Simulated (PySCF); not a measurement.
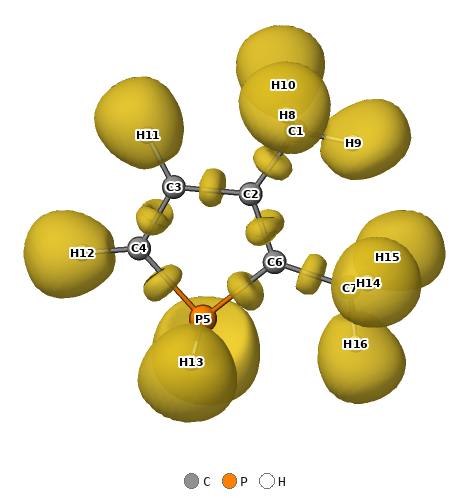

Figure. C6H9P. Isosurface of the ELF at 0.85 (yellow), seen at an oblique angle. Only the valence region is drawn (cores and ρ < 0.01 e/Å³ removed).

Geometry: PBE0-D3(BJ)/def2-SVP.

All numbers below come from PySCF 2.14.0, PBE0/pcSseg-1, SCF density, gas phase, non-relativistic.

```yaml
atoms:
  - { symbol: C, position_ang: [-1.2570, -1.0860, 0.9903] }
  - { symbol: C, position_ang: [-0.0751, -0.5509, 0.2446] }
  - { symbol: C, position_ang: [1.1879, -1.2812, 0.1958] }
  - { symbol: C, position_ang: [2.1860, -0.6699, -0.4880] }
  - { symbol: P, position_ang: [1.5339, 0.7910, -1.3152] }
  - { symbol: C, position_ang: [-0.0381, 0.6389, -0.4245] }
  - { symbol: C, position_ang: [-1.1491, 1.6338, -0.5439] }
  - { symbol: H, position_ang: [-1.1059, -1.0021, 2.0801] }
  - { symbol: H, position_ang: [-2.1801, -0.5445, 0.7420] }
  - { symbol: H, position_ang: [-1.4183, -2.1533, 0.7716] }
  - { symbol: H, position_ang: [1.2976, -2.2581, 0.6777] }
  - { symbol: H, position_ang: [3.1834, -1.0837, -0.6423] }
  - { symbol: H, position_ang: [2.1598, 1.8425, -0.5770] }
  - { symbol: H, position_ang: [-1.3856, 2.0894, 0.4321] }
  - { symbol: H, position_ang: [-2.0773, 1.1716, -0.9197] }
  - { symbol: H, position_ang: [-0.8919, 2.4510, -1.2329] }
```

### What do the ELF domains correspond to?

The ELF exceeds this value in five regions between bonded C–C atoms (shared pairs), two regions between bonded C–P atoms (shared pairs), nine regions around hydrogen nuclei and one lobe on P, pointing away from the bonds (lone pairs). Profiles from the grid: C–C (1.36 Å): the ELF peaks at about 0.90 between the atoms, as expected for a covalent bond. C–P (1.80 Å): the ELF peaks at about 0.95 between the atoms; localised, covalent bonding.
